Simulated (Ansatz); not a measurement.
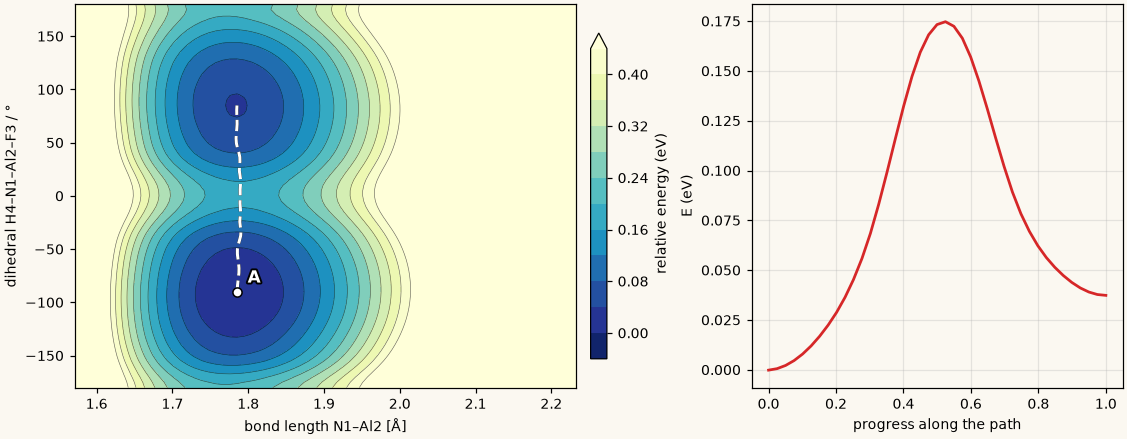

AlFH₂N, SMILES [NH][AlH][F], spin multiplicity 2. 
- First axis: bond length N1–Al2. Second axis: dihedral H4–N1–Al2–F3.
- Nothing is relaxed (all other coordinates rigid).
- Grid: 15 × 15 points.
- Points are written as (first, second).
- All energies are given in eV relative to the relaxed molecule at the same level.
- Computed with UHF-MP2, frozen core/def2-TZVP (Ansatz 0.2.0).

In the figure: filled contours, a line along the lowest path, one colour for all values above the top of the scale, the energy along the path at the right, the start A. Between grid points the surface is interpolated.

> Describe the path and its barrier.

The easiest path leads from the well at about (1.79 Å, −90°) to the well at about (1.79 Å, 85°), about 0.038 eV higher. Its highest point lies about 0.17 eV above the bottom of the first well on the interpolated surface, at about (1.79 Å, 0°). Seen from the upper well the barrier is about 0.14 eV. The start is the relaxed structure and all else is held, so a fully relaxed path at this level can only be lower.
